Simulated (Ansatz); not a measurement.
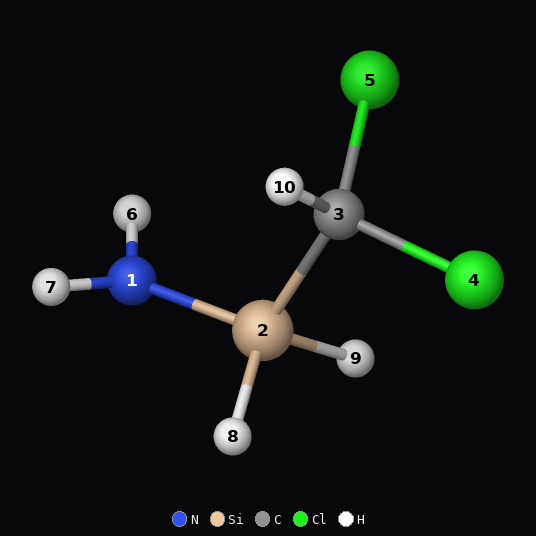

Atoms carry their numbers in the input. The computed structure is the end point of a PBE0-D4/def2-TZVP optimisation. No frequency run is at hand to confirm it as a minimum.

Give these bond angles: Si2–N1–H6, Si2–N1–H7, N1–Si2–C3, N1–Si2–H8, N1–Si2–H9, C3–Si2–H8, C3–Si2–H9, Si2–C3–Cl4, Si2–C3–Cl5, Si2–C3–H10, Cl4–C3–Cl5, Cl4–C3–H10, Cl5–C3–H10.

| angle | degrees |
| --- | --- |
| Si2–N1–H6 | 121.5 |
| Si2–N1–H7 | 121.5 |
| N1–Si2–C3 | 114.3 |
| N1–Si2–H8 | 108.1 |
| N1–Si2–H9 | 110.7 |
| C3–Si2–H8 | 106.4 |
| C3–Si2–H9 | 104.5 |
| Si2–C3–Cl4 | 108.4 |
| Si2–C3–Cl5 | 109.3 |
| Si2–C3–H10 | 114.5 |
| Cl4–C3–Cl5 | 111.6 |
| Cl4–C3–H10 | 106.7 |
| Cl5–C3–H10 | 106.4 |
